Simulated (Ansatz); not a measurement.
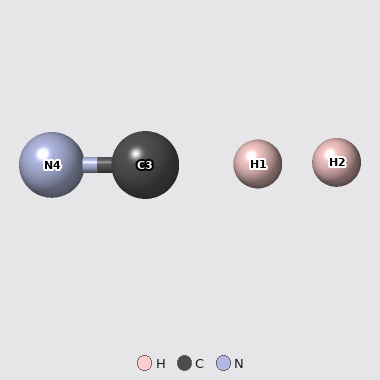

The system is the reacting system CH2N (fragments H₂ + CN where the first distance is long, CHN + H where the second is long), spin multiplicity 2; the picture shows the reference structure. Coordinates scanned: (1) distance H1–C3 (bond that forms); (2) distance H1–H2 (bond that breaks). Relaxed at each point: all other coordinates. The grid has 13 × 13 points. Points are written as (first, second). Energies are in kJ/mol, from a guessed transition structure relaxed with its forming and breaking bonds held. All numbers below come from Ansatz 0.2.0, UKS SPW92 (LDA)/def2-TZVP.

Its coordinates:

```xyz
4

H    -0.7204    0.1681    0.0776
H    -1.6681    0.3794    0.1955
C     0.6327   -0.1420   -0.0773
N     1.7558   -0.4056   -0.1958
```

Range: distance H1–C3 (bond that forms) from 0.963 to 2.463 Å; distance H1–H2 (bond that breaks) from 0.666 to 2.466 Å.

What landscape does the calculation give?

Answer. The lowest grid point is at (1.123 Å, 1.922 Å), −51 kJ/mol from a guessed transition structure relaxed with its forming and breaking bonds held. The highest grid point, (2.463 Å, 2.466 Å), lies 494 kJ/mol above the lowest.

```csv
"second ↓, first →",0.963,1.030,1.123,1.228,1.343,1.465,1.594,1.728,1.867,2.010,2.157,2.308,2.463
2.466,−20,−46,−49,−23,24,82,146,210,270,325,373,413,443
2.280,−21,−47,−50,−24,22,80,143,206,265,319,366,404,433
2.099,−21,−47,−50,−26,20,77,139,200,258,310,355,391,418
1.922,−20,−47,−51,−27,17,72,133,192,248,297,338,371,396
1.750,−18,−45,−51,−29,13,66,124,180,232,277,314,342,364
1.584,−13,−42,−49,−30,9,59,112,164,210,249,280,303,321
1.423,−4,−36,−46,−30,4,48,96,141,180,211,236,254,268
1.269,9,−25,−40,−30,−2,36,75,111,142,167,186,200,211
1.122,31,−8,−29,−26,−7,21,51,78,101,120,134,145,153
0.984,64,20,−10,−17,−7,10,30,49,65,78,88,96,102
0.858,114,62,23,5,4,10,21,31,42,50,57,63,68
0.747,185,126,76,47,34,31,34,38,43,48,53,57,60
0.666,265,199,141,103,82,72,68,68,70,73,76,79,81
```

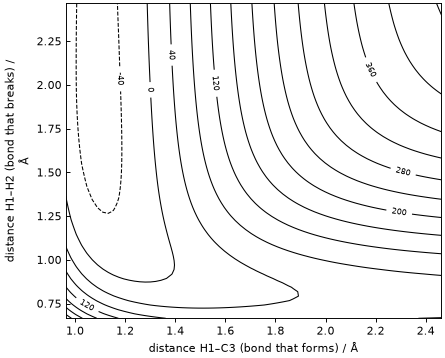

Drawn: contour lines labelled in kJ/mol. Between grid points the surface is interpolated.

The whole map (169 points run) took 5.1 min on 1 thread of Arm Neoverse V2, with other jobs on the host.
